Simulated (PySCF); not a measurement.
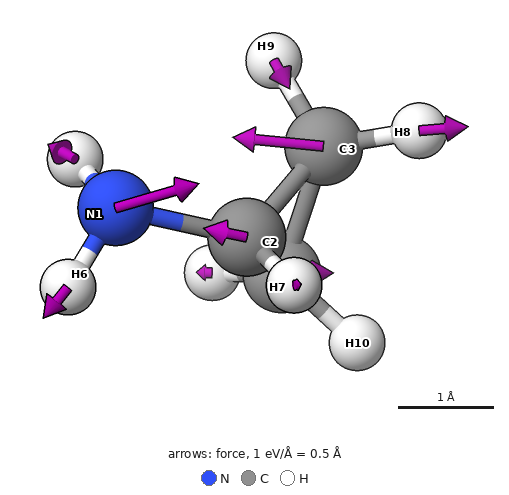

Starting geometry of C3H7N with the computed forces as purple arrows. The picture is a ball-and-stick view, seen from a free direction.

The start comes from GFN2-xTB. Its atoms were then displaced at random by about 0.01 Å.

Level of theory: PBE0-D3(BJ)/def2-TZVP geometry optimisation, gas phase (PySCF 2.14.0, density-fitted response routines). 

Is this structure relaxed? If not, where do the atoms go?

Answer. It isn't relaxed: the largest force vector, on a C atom, is 1.95 eV/Å. The final displacements have little in common with the starting forces (cosine between the two patterns 0.15). An H atom moves most after the best rigid fit: 0.19 Å. Largest moves by element: H 0.19 Å, C 0.05 Å, N 0.04 Å. Near-neighbour distances that change, for instance: C–H 1.054 → 1.082 Å, C–N 1.458 → 1.433 Å, C–H 1.107 → 1.084 Å, C–C 1.483 → 1.504 Å. Among the angles between lasting bonds that change: H–N–H 111.3° → 107.5°, C–C–H 120.6° → 117.1°, C–C–H 115.8° → 118.6°. After 5 geometry steps the energy has fallen by 2.42 kcal/mol. The run took 43 s on 1 thread of Intel(R) Xeon(R) Platinum 8488C (shared host).
